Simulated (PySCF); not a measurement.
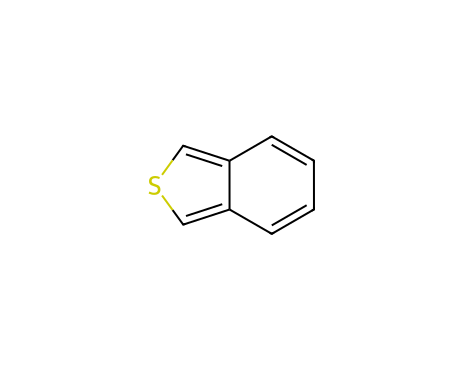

The computed structure is the end point of a GFN2-xTB optimisation. No frequency run is at hand to confirm it as a minimum. Method: CAM-B3LYP/def2-SVPD, gas phase (PySCF 2.14.0). Excitations: vertical, linear response.

Computed properties:

The species is C₈H₆S (`c1ccc2cscc2c1`).
- dipole moment: 0.14 D
- HOMO energy (Kohn–Sham orbital): −7.02 eV
- LUMO energy (Kohn–Sham orbital): −0.59 eV
- HOMO–LUMO gap: 6.43 eV
- mean static polarisability: 110.4 bohr³
- lowest vertical singlet excitation: 3.87 eV
- its oscillator strength: 0.078
- brightest of the 8 lowest singlets: 6.34 eV
- its oscillator strength: 1.09
